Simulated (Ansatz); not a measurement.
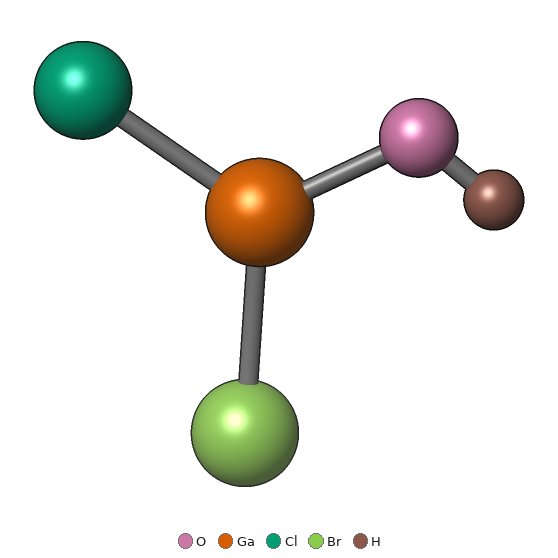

The picture shows a molecular structure as a ball-and-stick model.

Describe the molecule.

Formula BrClGaHO. SMILES: `[OH][Ga]([Cl])[Br]`. This geometry has Cs symmetry. All atoms lie on one plane. Coordination: 1 O bent; 1 Ga trigonal planar.

The parts below concern this one geometry. Atoms keep their numbers from picture to picture. Computed geometry: PBE0-D4/def2-TZVP optimisation.

**Geometry**

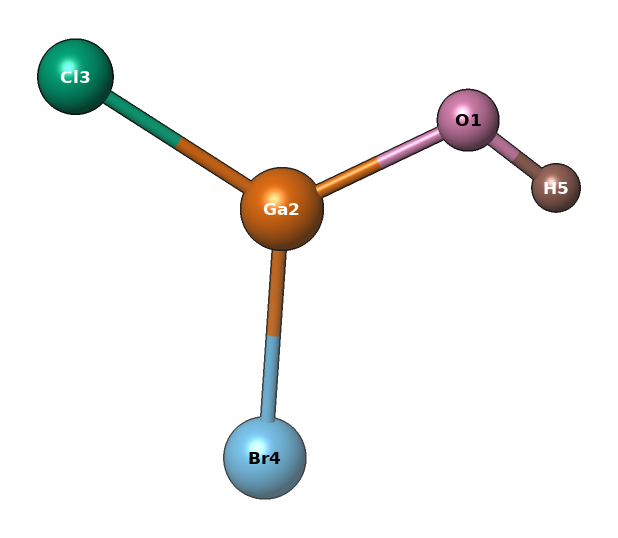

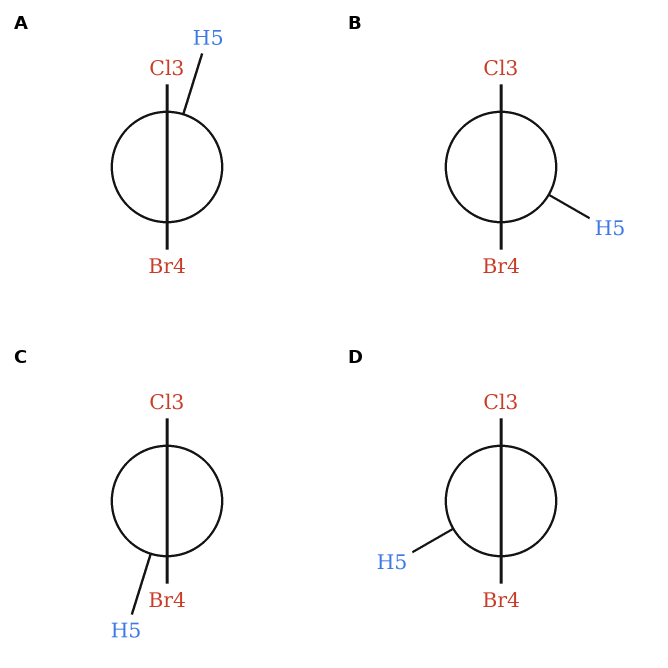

Distant atoms are faded towards the background colour. Bonds that would overlap in a projection are set slightly apart.

Which Newman projection shows the view along Ga2–O1, with Ga2 in front?

Answer. C. The torsion angle Br4–Ga2–O1–H5 is 0°, synperiplanar (eclipsed).

**Electronic properties**

Level of theory: RKS r2SCANh-D4/def2-TZVPP (Ansatz 0.2.0).

Computed properties:

- HOMO energy (Kohn–Sham orbital): −8.41 eV
- LUMO energy (Kohn–Sham orbital): −1.99 eV
- HOMO–LUMO gap: 6.42 eV

**Charges**

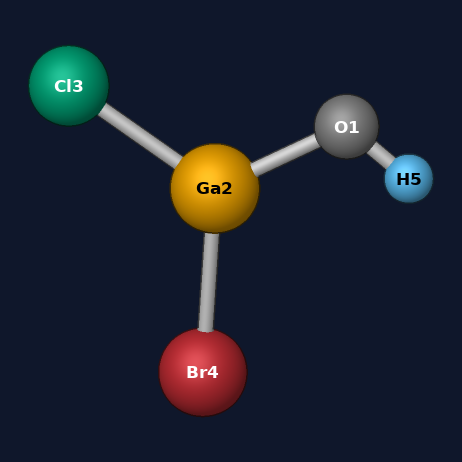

The questions are on Mulliken charges. Level of theory: RKS B3LYP-D4/def2-TZVPP (Ansatz 0.2.0).

Which atom carries the highest charge (most positive or least negative)?

Answer. Ga2 (0.62 e).

And the lowest?

Answer. O1 (−0.37 e).

Give the Mulliken charges atom by atom.

```json
{"atom": "O1", "value (e)": "−0.37"}
{"atom": "Ga2", "value (e)": "0.62"}
{"atom": "Cl3", "value (e)": "−0.22"}
{"atom": "Br4", "value (e)": "−0.22"}
{"atom": "H5", "value (e)": "0.19"}
```

**Thermal motion**

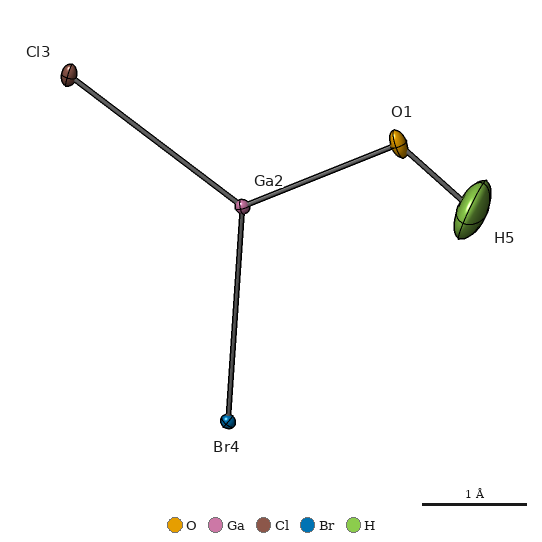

Displacement ellipsoids at the 50 % level, from the internal vibrations of the free molecule (harmonic, no overall translation or rotation; no half-axis is drawn under 0.075 Å). Vibrations computed with RKS PBE0-D4/def2-TZVP (Ansatz 0.2.0). Temperature: 200 K.

Give the displacement parameters, one line for each set of equivalent atoms.

| atom | U_eq (Å²) | rms amplitudes (Å) |
| --- | --- | --- |
| O1 | 0.0054 | 0.052, 0.065, 0.095 |
| Ga2 | 0.0014 | 0.025, 0.041, 0.043 |
| Cl3 | 0.0026 | 0.026, 0.034, 0.077 |
| Br4 | 0.00068 | 0.011, 0.024, 0.037 |
| H5 | 0.0338 | 0.091, 0.197, 0.233 |

Mulliken values depend strongly on the basis set and can even reverse the polarity of a bond.
